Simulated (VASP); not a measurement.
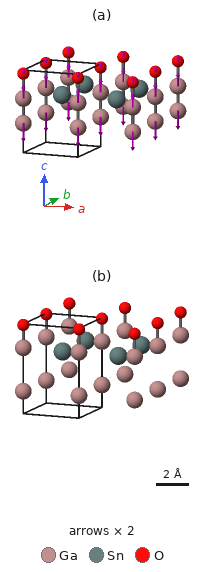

The structure of solid Ga$_{2}$SnO (a generated structure, set up in P4mm) before (top) and after (bottom) a relaxation, at one scale. The purple arrows give the displacements (the part carried along by the change of the cell is left out), magnified 2 times.

Style: ball-and-stick. Shown: the cell of the calculation, repeated 2 × 2 × 1 with one cell outlined, slightly off an axis.

The run lets cell and atoms move.

These are results of Kohn-Sham DFT of a periodic cell, PBE, VASP PAW PBE potentials, recommended (VASP 6.6.1), not measurements.

Input
```
SYSTEM = Ga2SnO
PREC = Normal ; ENCUT = 520
EDIFF = 1E-4 ; ISMEAR = 0
SIGMA = 0.15 ; LREAL = .False.
LASPH = .True. ; NELM = 60
ALGO = Fast ; ISIF = 3
LWAVE = .False. ; LCHARG = .False.
GGA = PE ; IBRION = 2
NSW = 24 ; EDIFFG = -0.08
```

Launched with:
```bash
cat potpaw_PBE.64/Ga_d/POTCAR potpaw_PBE.64/Sn_d/POTCAR potpaw_PBE.64/O/POTCAR > POTCAR
mpirun -np 1 vasp_std > vasp.out
```

Q: Summarise the run.

A: The relaxation stopped without meeting its thresholds, so the last structure isn't shown to be converged. A Ga atom moves most relative to the cell: 0.63 Å along −c. Largest moves by element: Ga 0.63 Å, O 0.18 Å, Sn 0.02 Å. Cell: a = b 3.802 → 3.869 Å (+1.8 %), c 5.411 → 5.879 Å (+8.7 %). Volume +12.5 %. Some distances before and after: Ga–Ga 1.616 → 2.844 Å, Ga–O 2.165 → 1.543 Å, Ga–O 1.630 → 1.493 Å. Bonds break: Ga–Ga (1.62 → 2.84 Å). The space group stays P4mm (No. 99). The energy rises by 986.607 eV per cell of the calculation in 23 geometry steps. The largest force component goes from 32 to 360 eV/Å. Pressure: 45.56 GPa at the start and −535.18 GPa at the end. The run ends above its starting energy, so the optimiser went astray. The volume changes by over a tenth within one run on a fixed set of plane waves, so the end point should be relaxed again from the new cell. It ran on 1 thread of Intel(R) Xeon(R) 6975P-C (Granite Rapids), on a shared host.

Limits of the set-up: layers or molecules are held without a dispersion correction, so their spacing is unreliable.
